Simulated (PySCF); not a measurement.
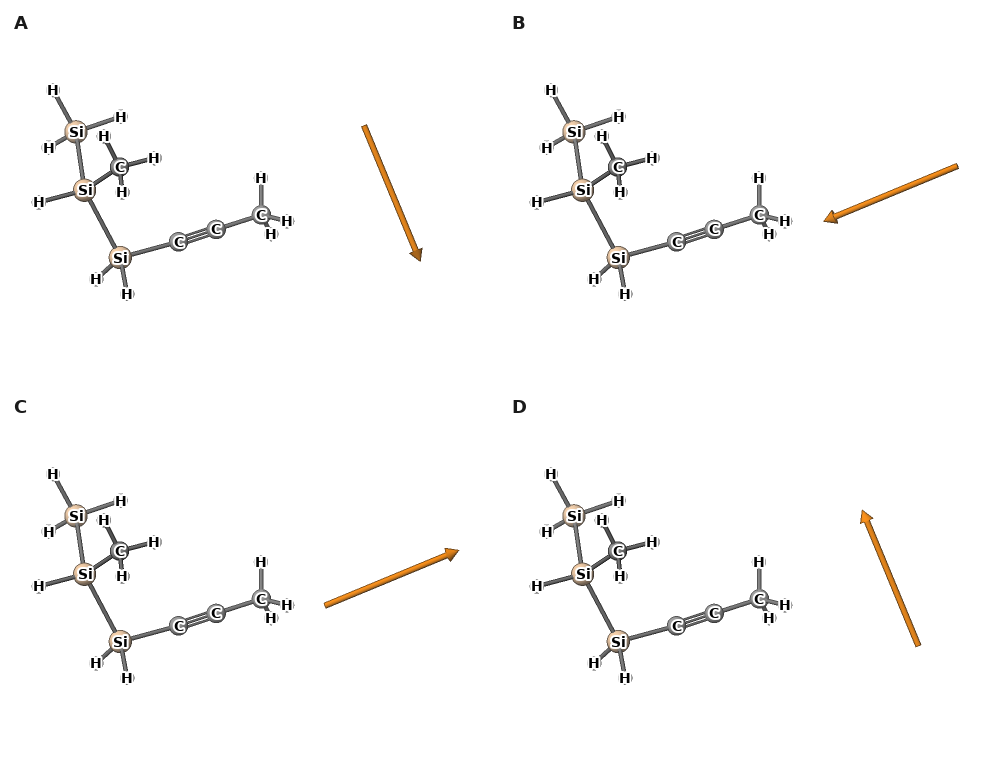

The same molecule four times, each with an arrow. The geometry was computed by an optimisation with GFN2-xTB. No frequency run is at hand to confirm it as a minimum. Method: PBE0/pcSseg-1, gas phase (PySCF 2.14.0).

> Which arrow points along the dipole moment, from the negative to the positive end?

C. The dipole moment is 1.55 D.

The geometry is semi-empirical. Around Si such bond lengths and angles can be off by a tenth of an ångström or more and by several degrees, and values that hang on the shape move with them.
